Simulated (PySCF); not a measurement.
# 1,1,1-trifluoro-2,2,2-trichloroethane (C₂Cl₃F₃): electronic excitations at several levels of theory, part 2 of 2

PySCF 2.14.0. Atoms count from 0. Earlier steps stand in the parts before.

**6. Excited states and response: B3LYP/def2-SVPD**

Job settings and geometry (Å):

```
{"job": {"kind": "uv", "xc": "B3LYP", "basis": "def2-SVPD", "ip": true}, "charge": 0, "multiplicity": 1}
F     -1.449503     0.879043     0.514498
C     -0.577912     0.432820    -0.374236
F     -1.215340    -0.323431    -1.253294
F     -0.045736     1.465871    -1.005714
C      0.536036    -0.391384     0.334762
Cl     1.352825     0.656857     1.497587
Cl    -0.217988    -1.757309     1.159116
Cl     1.674435    -0.959331    -0.888361
```

With the program's defaults for keys left out, this is: TDDFT B3LYP/def2-SVPD, vertical, gas phase, core orbitals frozen in the response.

What it wrote:

```text
coarse grid: 10304 points
cycle   1  E = -1755.2994503712  dE =  1.371e+00  |g| = 1.008e+00  |ddm| = 3.700e+00
cycle   2  E = -1754.7806992928  dE =  5.188e-01  |g| = 1.971e+00  |ddm| = 2.685e+00
cycle   3  E = -1755.4942725459  dE = -7.136e-01  |g| = 1.405e-01  |ddm| = 1.926e+00
cycle   4  E = -1755.4966031192  dE = -2.331e-03  |g| = 9.257e-02  |ddm| = 2.556e-01
cycle   5  E = -1755.4985838932  dE = -1.981e-03  |g| = 1.131e-02  |ddm| = 1.209e-01
cycle   6  E = -1755.4986073043  dE = -2.341e-05  |g| = 1.721e-03  |ddm| = 1.495e-02
cycle   7  E = -1755.4986079050  dE = -6.007e-07  |g| = 4.039e-04  |ddm| = 2.583e-03
final grid: 92472 points
cycle   8  E = -1755.6842632382  dE = -2.130e-05  |g| = 4.939e-03  |ddm| = 4.492e-02
cycle   9  E = -1755.6842581516  dE =  5.087e-06  |g| = 7.241e-03  |ddm| = 1.053e-02
cycle  10  E = -1755.6842671140  dE = -8.962e-06  |g| = 1.059e-03  |ddm| = 6.728e-03
cycle  11  E = -1755.6842673831  dE = -2.691e-07  |g| = 2.221e-04  |ddm| = 1.601e-03
cycle  12  E = -1755.6842673932  dE = -1.010e-08  |g| = 5.356e-05  |ddm| = 2.932e-04
cycle  13  E = -1755.6842673938  dE = -5.762e-10  |g| = 8.701e-06  |ddm| = 7.417e-05
converged SCF energy = -1755.6842673938

Static polarisability (au): isotropic 69.066, principal 62.348 72.418 72.432

Singlet excitations
state   eV       nm        f      main configurations
  1   6.2718    197.7   0.00000   H->L 0.98
  2   6.7899    182.6   0.01586   H-1->L 0.92
  3   6.7930    182.5   0.01576   H-2->L 0.93
  4   7.0092    176.9   0.00093   H-3->L 0.90
  5   7.0237    176.5   0.01320   H->L+1 0.92
  6   7.0334    176.3   0.01314   H->L+2 0.92
  7   7.4606    166.2   0.00318   H-2->L+1 0.37, H-1->L+1 0.22, H-1->L+2 0.14
  8   7.4607    166.2   0.00307   H-1->L+1 0.38, H-2->L+1 0.20, H-2->L+2 0.13
  9   7.4788    165.8   0.00351   H-2->L+2 0.64, H-1->L+1 0.25, H-3->L 0.08
 10   7.4792    165.8   0.00011   H-1->L+2 0.66, H-2->L+1 0.31

Triplet excitations (Tamm-Dancoff, eV): 5.7269 6.0642 6.0665 6.3888
Vertical ionisation energy (delta-SCF) = 11.3596 eV
Vertical electron affinity (delta-SCF) = -0.3747 eV
```

It took 3 min on 1 thread, shared host.

This run: HOMO -9.03 eV, LUMO -1.53 eV; lowest singlet 6.27 eV.

**7. TDDFT and polarisability: PBE0/def2-SVPD**

Settings changed since step 6:

```diff
@@ -1,2 +1,2 @@
-{"job": {"kind": "uv", "xc": "B3LYP", "basis": "def2-SVPD", "ip": true}, "charge": 0, "multiplicity": 1}
+{"job": {"kind": "uv", "xc": "PBE0", "basis": "def2-SVPD", "ip": true}, "charge": 0, "multiplicity": 1}
 F     -1.449503     0.879043     0.514498
```

With the program's defaults for keys left out, this is: TDDFT PBE0/def2-SVPD, vertical, gas phase, core orbitals frozen in the response.

What it wrote:

```text
coarse grid: 10304 points
cycle   1  E = -1754.4550096626  dE =  1.399e+00  |g| = 9.902e-01  |ddm| = 3.854e+00
cycle   2  E = -1754.0261112467  dE =  4.289e-01  |g| = 1.824e+00  |ddm| = 2.739e+00
cycle   3  E = -1754.6489236880  dE = -6.228e-01  |g| = 1.233e-01  |ddm| = 1.941e+00
cycle   4  E = -1754.6508054713  dE = -1.882e-03  |g| = 7.943e-02  |ddm| = 2.314e-01
cycle   5  E = -1754.6522493902  dE = -1.444e-03  |g| = 1.028e-02  |ddm| = 1.128e-01
cycle   6  E = -1754.6522684287  dE = -1.904e-05  |g| = 1.533e-03  |ddm| = 1.304e-02
cycle   7  E = -1754.6522689004  dE = -4.717e-07  |g| = 3.746e-04  |ddm| = 2.284e-03
final grid: 92472 points
cycle   8  E = -1754.8365266873  dE = -2.408e-05  |g| = 5.100e-03  |ddm| = 4.181e-02
cycle   9  E = -1754.8365199303  dE =  6.757e-06  |g| = 7.863e-03  |ddm| = 1.361e-02
cycle  10  E = -1754.8365316159  dE = -1.169e-05  |g| = 8.069e-04  |ddm| = 8.246e-03
cycle  11  E = -1754.8365317564  dE = -1.404e-07  |g| = 2.686e-04  |ddm| = 1.379e-03
cycle  12  E = -1754.8365317718  dE = -1.545e-08  |g| = 4.004e-05  |ddm| = 3.700e-04
cycle  13  E = -1754.8365317721  dE = -3.165e-10  |g| = 1.175e-05  |ddm| = 7.403e-05
converged SCF energy = -1754.8365317721

Static polarisability (au): isotropic 68.265, principal 61.701 71.540 71.555

Singlet excitations
state   eV       nm        f      main configurations
  1   6.4529    192.1   0.00000   H->L 0.97
  2   6.9622    178.1   0.01676   H-1->L 0.89
  3   6.9659    178.0   0.01689   H-2->L 0.89
  4   7.1476    173.5   0.00096   H-3->L 0.85
  5   7.2041    172.1   0.00954   H->L+1 0.87
  6   7.2139    171.9   0.00966   H->L+2 0.87
  7   7.6674    161.7   0.00207   H-2->L+1 0.38, H-1->L+2 0.26, H-5->L 0.13
  8   7.6685    161.7   0.00193   H-1->L+1 0.39, H-2->L+2 0.25, H-4->L 0.13
  9   7.7064    160.9   0.00343   H-2->L+2 0.49, H-1->L+1 0.36, H-3->L 0.14
 10   7.7187    160.6   0.00000   H-1->L+2 0.54, H-2->L+1 0.43

Triplet excitations (Tamm-Dancoff, eV): 5.8271 6.1451 6.1474 6.4561
Vertical ionisation energy (delta-SCF) = 11.4637 eV
Vertical electron affinity (delta-SCF) = -0.4558 eV
```

Run time: 3 min. Hardware: 1 thread, shared host.

In short: HOMO -9.32 eV, LUMO -1.27 eV; lowest singlet 6.45 eV.

**8. Excited states and response: BHandHLYP/def2-SVPD**

Settings changed since step 7:

```diff
@@ -1,2 +1,2 @@
-{"job": {"kind": "uv", "xc": "PBE0", "basis": "def2-SVPD", "ip": true}, "charge": 0, "multiplicity": 1}
+{"job": {"kind": "uv", "xc": "BHandHLYP", "basis": "def2-SVPD", "ip": true}, "charge": 0, "multiplicity": 1}
 F     -1.449503     0.879043     0.514498
```

With the program's defaults for keys left out, this is: TDDFT BHandHLYP/def2-SVPD, vertical, gas phase, core orbitals frozen in the response.

What it wrote:

```text
coarse grid: 10304 points
cycle   1  E = -1755.1058539010  dE =  1.553e+00  |g| = 1.102e+00  |ddm| = 3.587e+00
cycle   2  E = -1754.8859861368  dE =  2.199e-01  |g| = 1.576e+00  |ddm| = 2.615e+00
cycle   3  E = -1755.3639994984  dE = -4.780e-01  |g| = 9.658e-02  |ddm| = 1.734e+00
cycle   4  E = -1755.3654621389  dE = -1.463e-03  |g| = 6.145e-02  |ddm| = 1.775e-01
cycle   5  E = -1755.3663205938  dE = -8.585e-04  |g| = 9.871e-03  |ddm| = 1.079e-01
cycle   6  E = -1755.3663422954  dE = -2.170e-05  |g| = 1.978e-03  |ddm| = 1.407e-02
cycle   7  E = -1755.3663435686  dE = -1.273e-06  |g| = 4.474e-04  |ddm| = 4.839e-03
final grid: 92472 points
cycle   8  E = -1755.4869388429  dE = -1.077e-05  |g| = 2.820e-03  |ddm| = 3.056e-02
cycle   9  E = -1755.4869387329  dE =  1.100e-07  |g| = 2.931e-03  |ddm| = 5.788e-03
cycle  10  E = -1755.4869401989  dE = -1.466e-06  |g| = 3.916e-04  |ddm| = 2.909e-03
cycle  11  E = -1755.4869402338  dE = -3.486e-08  |g| = 1.086e-04  |ddm| = 6.619e-04
cycle  12  E = -1755.4869402363  dE = -2.542e-09  |g| = 3.965e-05  |ddm| = 1.755e-04
cycle  13  E = -1755.4869402366  dE = -3.179e-10  |g| = 3.412e-06  |ddm| = 5.196e-05
converged SCF energy = -1755.4869402366

Static polarisability (au): isotropic 66.085, principal 59.532 69.353 69.370

Singlet excitations
state   eV       nm        f      main configurations
  1   6.9058    179.5   0.00000   H->L 0.83
  2   7.2966    169.9   0.01528   H-1->L 0.69, H-3->L+1 0.10
  3   7.3006    169.8   0.01556   H-2->L 0.68, H-3->L+2 0.10
  4   7.5353    164.5   0.00117   H-3->L 0.59, H-1->L+1 0.16, H-2->L+2 0.14
  5   7.6165    162.8   0.00357   H->L+1 0.44, H-5->L 0.25, H-1->L+2 0.08
  6   7.6222    162.7   0.00390   H->L+2 0.44, H-4->L 0.25, H-2->L+2 0.09
  7   8.5460    145.1   0.00007   H->L+1 0.35, H-2->L 0.16, H-5->L 0.12
  8   8.5506    145.0   0.00003   H->L+2 0.36, H-1->L 0.16, H-4->L 0.12
  9   8.6639    143.1   0.00216   H-3->L 0.33, H-1->L+1 0.32, H-2->L+2 0.30
 10   8.6670    143.1   0.00001   H-1->L+2 0.41, H-2->L+1 0.40, H->L 0.09

Triplet excitations (Tamm-Dancoff, eV): 6.1520 6.4147 6.4171 6.7252
Vertical ionisation energy (delta-SCF) = 11.8406 eV
```

It took 2.7 min on 1 thread, shared host.

In short: HOMO -10.64 eV, LUMO -0.19 eV; lowest singlet 6.91 eV.

**9. Side by side: electronic excitations**

Excitations and ground-state properties, with basis size and wall time:

```tsv
run	lowest singlet (eV)	brightest (eV)	f	gap (eV)	α (Å³)	μ (D)	functions	time
HF/def2-SVPD	7.60	10.29	0.055	14.81	9.38	0.72	190	53 s
LDA/def2-SVPD	5.70	6.79	0.028	5.52	10.64	0.57	190	2.7 min
PBE/def2-SVPD	5.71	6.49	0.027	5.55	10.62	0.49	190	3.7 min
B3LYP/def2-SVPD	6.27	6.79	0.016	7.51	10.23	0.61	190	3 min
PBE0/def2-SVPD	6.45	6.97	0.017	8.05	10.12	0.58	190	3 min
BHandHLYP/def2-SVPD	6.91	7.30	0.016	10.46	9.79	0.70	190	2.7 min
```

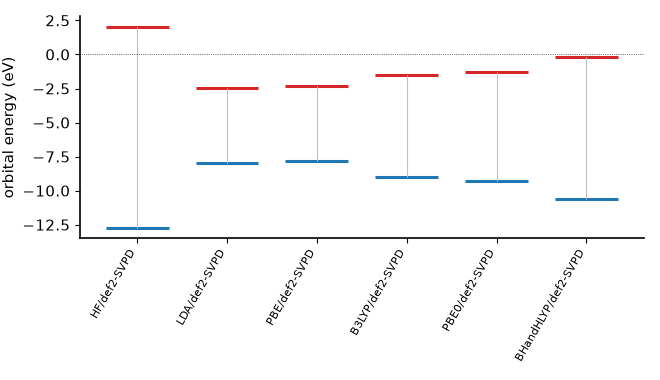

HOMO (blue) and LUMO (red) run by run.

Measured dipole: 0.74 D (gas; NIST CCCBDB Release 22 (SRD 101), experimental dipoles).

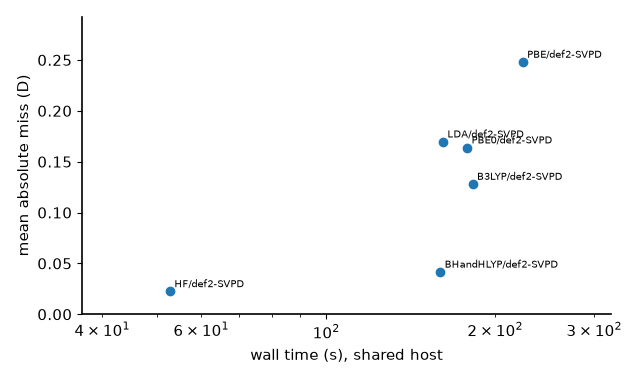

Cost against miss for the measured dipole.

**10. Outcome**

What follows sums up all 2 parts.

| quantity | value |
| --- | --- |
| point group | C3v |
| rotational constants (main isotopes) | 1.32, 1.11, 1.11 GHz |
| lowest singlet (HF/def2-SVPD) | 7.60 eV (163 nm), f = 0.000 |
| brightest single state of those computed | state 8, 10.29 eV, f = 0.055 |
| lowest triplet | 6.62 eV |
| vertical ionisation energy (ΔSCF) | 11.96 eV |
| range of the lowest singlet | 5.70 to 7.60 eV |

What this shows: Single values in the summary come from the first run of each kind that ended normally (HF/def2-SVPD), which need not be the best level. Relaxing lowered the energy by 0.020 eV in 7 steps; the close pair that moved most is C1–C4, from 1.542 to 1.557 Å. No frequency check was run at this level, so the end point may be a saddle. The lowest singlet, at 7.60 eV, is HOMO→LUMO+3 0.29, HOMO→LUMO 0.27 and is dark; of the 10 states computed, the strongest absorption comes from states 8 to 9 together at 10.29 eV. The lowest triplet lies 0.98 eV below the lowest singlet (triplets in Tamm-Dancoff, singlets in full TDDFT). The orbital energy would give 12.76 eV for ionisation, ΔSCF gives 11.96 eV. The dipole moment, 0.72 D, compares with 0.74 D measured (one conformer here). The lowest singlet runs from 5.70 eV (LDA/def2-SVPD) to 7.60 eV (HF/def2-SVPD), while the orbital gap spans 5.52 to 14.81 eV: the excitation energy moves far less from run to run than the orbital gap does. The lowest state need not be the same one in every run. The runs solved for a few states only, so the brightest column depends on that window. For the measured dipole, HF/def2-SVPD misses least (0.02 D, 53 s) and PBE/def2-SVPD most (0.25 D, 3.7 min). One molecule ranks no method: errors cancel, and vibration and temperature are missing from all runs.
